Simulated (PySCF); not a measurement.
**[SiCl3]+ (SMILES Cl[Si+](Cl)Cl) at 6 levels**

We compute a comparison of 6 runs (HF/def2-SVP, B3LYP/6-31G*, CCSD/pcseg-1, CCSD/aug-cc-pVDZ, CCSD(T)/6-31G) of [SiCl3]+. Input form: a Python script.

The results are computed with PySCF 2.14.0.

**1. The structure to begin with**

[SiCl3]+ has 4 atoms, charge +1, and is taken as a singlet. As SMILES, `Cl[Si+](Cl)Cl`. Geometry: relaxed at PBE0-D4/def2-TZVP.

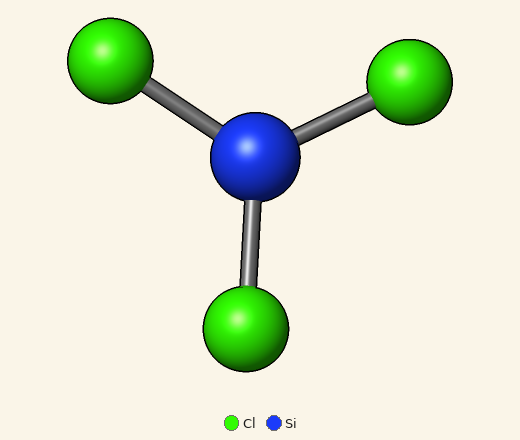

Viewed from a chosen angle; chlorine green, silicon blue.

**2. Energy and gradient at HF/def2-SVP (run 1)**

The input, job.py:

```python
import pyscf.grad
from pyscf import gto

mol = gto.M(
    atom='''
Cl  -1.556000  -0.622300   0.990900
Si   0.000000  -0.000100  -0.000100
Cl   1.772000  -0.669600   0.449500
Cl  -0.216000   1.292000  -1.440300
''',
    max_memory=1860,
    verbose=3,
    charge=1,
    basis='def2-svp',
)

hf = mol.RHF()
hf.conv_tol = 1e-10
hf.kernel()
if not hf.converged:
    hf = hf.newton().run(hf.mo_coeff, hf.mo_occ)

e_final = hf.e_tot
print('E(%s) = %.9f' % ('HF', e_final))
grad = hf.Gradients().kernel()
dip = hf.dip_moment()
pop, q = hf.mulliken_pop()
```

Run with:

```
$ OMP_NUM_THREADS=1 python job.py
```

Log:

```text
converged SCF energy = -1666.73223677408
E(HF) = -1666.732236774
--------------- RHF gradients ---------------
         x                y                z
0 Cl     0.0045093214     0.0018082166    -0.0028672913
1 Si    -0.0000005017    -0.0000136584    -0.0000131362
2 Cl    -0.0051324012     0.0019427229    -0.0012958779
3 Cl     0.0006235816    -0.0037372812     0.0041763055
----------------------------------------------

WARN: System has nonzero charge 1; the dipole moment is origin-dependent.
Location of origin: [0. 0. 0.]

Dipole moment(X, Y, Z, Debye):  0.00003, -0.00059, -0.00061
[... 77 lines left out ...]
charge of    3Cl =     -0.03439
```

It took 3.6 s on 1 thread of Intel Xeon at 2.70GHz, shared host; peak memory 0.14 GiB.

**3. Energy and gradient at B3LYP/6-31G(d) (spherical functions) (run 2)**

The input, calc.py:

```python
from pyscf import gto, dft

mol = gto.M(
    atom=[
    ('Cl', (-1.556000, -0.622300, 0.990900)),
    ('Si', (-0.000000, -0.000100, -0.000100)),
    ('Cl', (1.772000, -0.669600, 0.449500)),
    ('Cl', (-0.216000, 1.292000, -1.440300)),
],
    basis='6-31g*',
    verbose=4,
    charge=1,
    max_memory=1860,
)

mf = dft.RKS(mol)
mf.xc = 'b3lyp'
mf.conv_tol = 1e-10
mf.grids.level = 5
mf.kernel()
if not mf.converged:
    mf = mf.newton().run(mf.mo_coeff, mf.mo_occ)

e_tot = mf.e_tot
print('E = %.10f Eh' % e_tot)
grad = mf.nuc_grad_method().kernel()
dip = mf.dip_moment()
pop, q = mf.mulliken_pop()
```

Run with:

```
$ OMP_NUM_THREADS=1 python calc.py
```

Log:

```text
PySCF version 2.14.0

[... 68 lines left out ...]
converged SCF energy = -1669.86645197531
[... 13 lines left out ...]
WARN: System has nonzero charge 1; the dipole moment is origin-dependent.
[... 2 lines left out ...]
Dipole moment(X, Y, Z, Debye):  0.00004, -0.00039, -0.00043
[... 77 lines left out ...]
charge of    3Cl =      0.12214
```

Run time: 22 s. Hardware: 1 thread of Intel Xeon at 2.70GHz, shared host; peak memory 0.7 GiB.

Runs 3 to 5 aren't shown in full; the table further down has their settings and results.

**4. A single-point energy at CCSD(T)/6-31G (run 6)**

The input, calc.py:

```python
from pyscf import gto, cc

mol = gto.M(
    atom='''
Cl    -1.556000    -0.622300     0.990900
Si     0.000000    -0.000100    -0.000100
Cl     1.772000    -0.669600     0.449500
Cl    -0.216000     1.292000    -1.440300
''',
    max_memory=1860,
    verbose=4,
    spin=0,
    basis='6-31g',
    charge=1,
)

mf = mol.RHF()
mf.conv_tol = 1e-10
mf.kernel()
if not mf.converged:
    mf = mf.newton().run(mf.mo_coeff, mf.mo_occ)

mycc = cc.CCSD(mf, frozen=20)
mycc.kernel()
e_t = mycc.ccsd_t()
energy = mycc.e_tot + e_t
print('Final energy', energy)
mf.analyze()
```

Run with:

```
$ OMP_NUM_THREADS=1 python calc.py
```

Log:

```text
PySCF version 2.14.0

[... 86 lines left out ...]
One-electron Energy =                -2946.740596773626748
[... 12 lines left out ...]
MO #8   energy= -8.30863378337829  occ= 2
[... 10 lines left out ...]
MO #19  energy= -4.69652014484513  occ= 2
[... 10 lines left out ...]
MO #30  energy= -0.727456344469624 occ= 2
[... 10 lines left out ...]
MO #41  energy= 0.388339632135232  occ= 0
[... 10 lines left out ...]
MO #52  energy= 0.692188905688436  occ= 0
[... 60 lines left out ...]
WARN: System has nonzero charge 1; the dipole moment is origin-dependent.
Location of origin: [0. 0. 0.]

Dipole moment(X, Y, Z, Debye):  0.00005, -0.00063, -0.00067
```

Run time: 2 s. Hardware: 1 thread of Intel Xeon at 2.70GHz, shared host; peak memory 0.14 GiB.

**5. Overview of the runs**

| run | level | integration grid | Cartesian functions | energy (Eh) | HOMO energy (eV) | LUMO energy (eV) | HOMO–LUMO gap (eV) | wall time |
| --- | --- | --- | --- | --- | --- | --- | --- | --- |
| 1 | HF/def2-SVP | – | no | -1666.732237 | -18.89 | -4.97 | 13.93 | 3.6 s |
| 2 | B3LYP/6-31G* (spherical functions) | 5 | no | -1669.866452 | -15.25 | -8.70 | 6.55 | 22 s |
| 3 | B3LYP/6-31G* (Cartesian functions) | 5 | yes | -1669.877811 | -15.25 | -8.70 | 6.55 | 22 s |
| 4 | CCSD/pcseg-1 | – | no | -1667.624058 | -18.95 | -5.21 | 13.74 | 4.2 s |
| 5 | CCSD/aug-cc-pVDZ | – | no | -1667.821784 | -18.80 | -4.91 | 13.90 | 19 s |
| 6 | CCSD(T)/6-31G | – | no | -1667.185193 | -19.50 | -6.29 | 13.22 | 2 s |

**6. Summary of results**

| quantity | value |
| --- | --- |
| run 6: total energy | -1667.18519 Eh |
| run 6: HOMO energy (Hartree–Fock orbitals) | -19.50 eV |
| run 6: LUMO energy (Hartree–Fock orbitals) | -6.29 eV |
| run 6: HOMO–LUMO gap (Hartree–Fock orbitals) | 13.22 eV |
| run 6: correlation energy (20 core orbitals frozen) | -197.8 mEh |
| run 6: (T) correction | -6.51 mEh |
| run 6: T1 diagnostic | 0.016 |

In words: Over runs 1, 2, 3 the HOMO–LUMO gap runs from 6.55 eV (B3LYP/6-31G*) to 13.93 eV (HF/def2-SVP). The two ends differ in method and basis. All runs together took 73 s, the longest 22 s.
